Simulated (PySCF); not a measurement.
# C$_{3}$H$_{6}$FN, SMILES `N=CCCF`: electronic structure

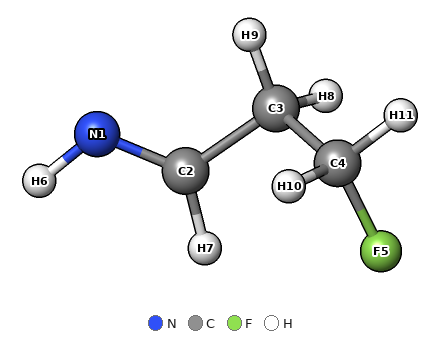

The molecule, with its atoms numbered as below. No frequency check shows the geometry to be a minimum.

Geometry (Å), atoms numbered from 1:

```
N1      -2.2303   -0.0567    0.2480
C2      -1.0927   -0.3471   -0.1885
C3      -0.0707    0.7275   -0.3875
C4       1.2038    0.4326    0.3975
F5       1.8204   -0.6940   -0.0911
H6      -2.8755   -0.8360    0.3581
H7      -0.7473   -1.3571   -0.4461
H8       0.1788    0.7825   -1.4503
H9      -0.4835    1.6818   -0.0624
H10      0.9892    0.2429    1.4540
H11      1.9249    1.2505    0.3015
```

## 1. Bonding charge

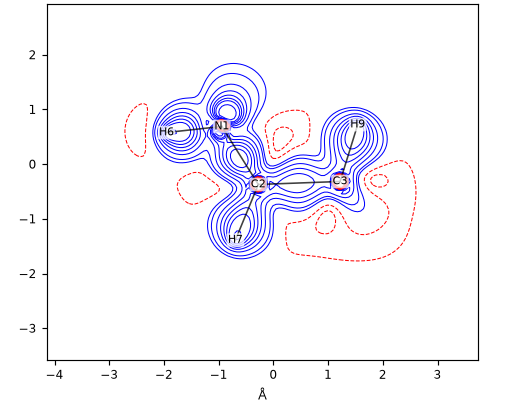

Deformation density (molecule less spherical, spin-averaged free atoms) in the plane of N1, C2, C3, H6, H7 and H9; contours at ±0.05 to ±0.8 e/Å³; solid blue lines: gain, dashed red lines: loss.

Method: PBE/def2-SVP; geometry: GFN2-xTB; program: PySCF.

Question: How much density has each bond in this plane gained at its critical point, relative to the free atoms?

Answer: N1–H6: +0.78 e/Å³ at the bond critical point (bond length 1.02 Å, Mayer order 0.9). C2–H7: +0.68 e/Å³ at the bond critical point (bond length 1.10 Å, Mayer order 0.9). C3–H9: +0.66 e/Å³ at the bond critical point (bond length 1.09 Å, Mayer order 0.9). N1–C2: +0.63 e/Å³ at the bond critical point (bond length 1.25 Å, Mayer order 2.1). C2–C3: +0.49 e/Å³ at the bond critical point (bond length 1.50 Å, Mayer order 1.0). In all, 2.3 electrons gather in the regions of gain relative to the promolecule.

Question: Where do the Hirshfeld charges lie?

Answer: The highest Hirshfeld charge is on H6 (+0.11 e), the lowest on N1 (−0.21 e).

## 2. Local ionisation energy

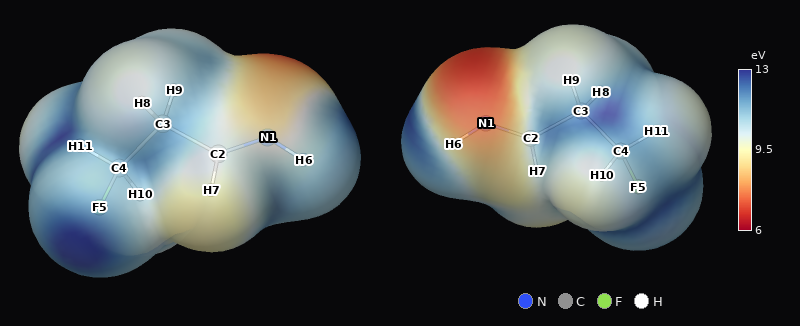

Average local ionisation energy on the surface of electron density 0.001 a.u. (back view left, front view right).

Question: Locate the minima of the map.

Answer: The lowest value is 6.7 eV, 1.9 Å from N1. Further minima include 9.1 eV, 1.4 Å from H7; 9.7 eV, 1.4 Å from H10; 10.7 eV, 1.3 Å from H6. For comparison, the highest occupied orbital lies at −5.7 eV.

Question: What volume does the surface enclose, and what is the dipole moment?

Answer: About 99 Å³; the dipole moment is 0.1 D.

## 3. Removing or adding an electron

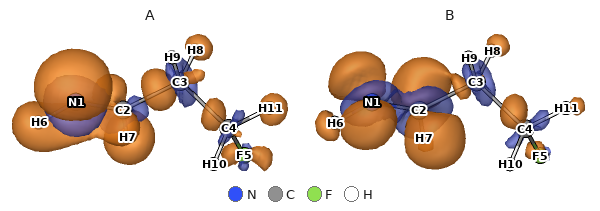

The two Fukui functions at ±0.04 e/Å³ (orange positive, blue negative).

Computed with PySCF, PBE0/6-31G*, geometry: GFN2-xTB.

Question: Which panel is f⁻ (electron removed) and which f⁺ (electron added)?

Answer: A is f⁻, B is f⁺. f⁻ (Hirshfeld-condensed) is largest on N1 (0.33); the vertical ionisation energy is 9.71 eV. f⁺ (Hirshfeld-condensed) is largest on N1 (0.25) and C2 (0.23); the vertical electron affinity is −2.57 eV (the stability of the anion's solution wasn't checked; negative, but this basis has no diffuse functions, so it doesn't show that the anion is unbound).

Question: What chemical potential and hardness follow from the two energies?

Answer: μ = −(I + A)/2 = −3.57 eV and η = I − A = 12.28 eV.

## 4. Localised orbitals

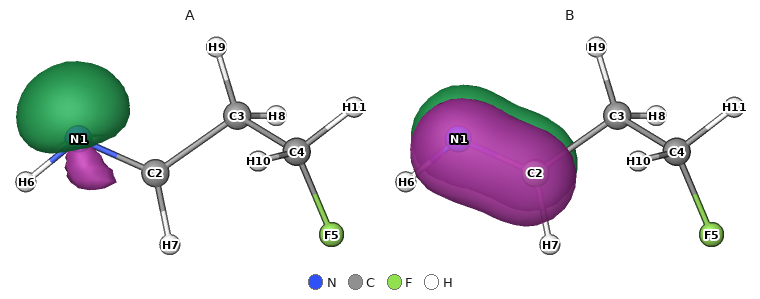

Pipek–Mezey orbitals, occupied; each surface holds about 70 % of the orbital's density. Energies are diagonal elements of the Fock matrix.

Computed with PySCF, TPSSh/def2-SVP, geometry: GFN2-xTB.

Question: Identify each orbital.

Answer: By panel:
- A: lone pair on N1 (sp1.9-type) (N1 97 %; −8.4 eV)
- B: π bond N1–C2 (N1 56 %, C2 43 %; −8.7 eV)

Question: How do all the valence pairs divide up?

Answer: 15 pairs: 10 σ bonds, 4 lone pairs and 1 two-centre π bond.

## 5. Stretching a bond

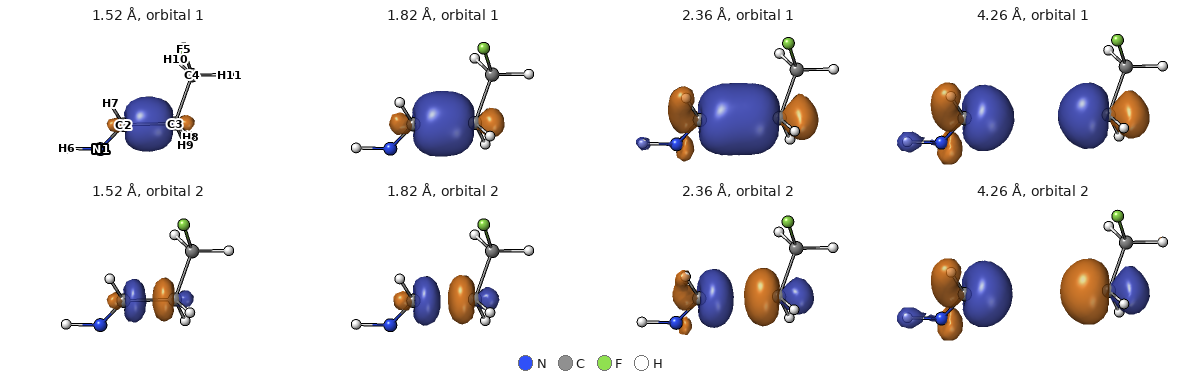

Rigid stretch of the C2–C3 bond. The two CASSCF(2,2) natural orbitals nearest half filling (orbital 1 the more occupied).

Level of theory: 6-31G* basis (PySCF), at a geometry from GFN2-xTB.

Question: How do the occupations change along the stretch?

Answer: 1.52 Å: 1.98 and 0.02; 1.82 Å: 1.96 and 0.04; 2.36 Å: 1.83 and 0.17; 4.26 Å: 1.08 and 0.92. At the longest distance computed (4.26 Å) they are 1.08 and 0.92, and the effective number of unpaired electrons is 2.0.

UHF's ⟨S²⟩ passes 1 along the scan (up to 1.18), so it also polarises electrons outside the stretched bond; its energy lowering isn't due to that bond alone.

Question: Where does the UHF solution part from RHF?

Answer: Between 1.82 Å (⟨S²⟩ = 0, the two coincide) and 2.05 Å (⟨S²⟩ = 0.05); at 4.26 Å ⟨S²⟩ is 1.18 and UHF lies 5.0 eV below RHF.

Question: How much energy does the stretch cost?

Answer: By CASSCF, 4.3 eV from the lowest point of the scan (1.52 Å) to 4.26 Å; RHF gives 8.6 eV from its own lowest point. The fragments aren't relaxed and dynamic correlation is missing, so this isn't a bond dissociation energy.
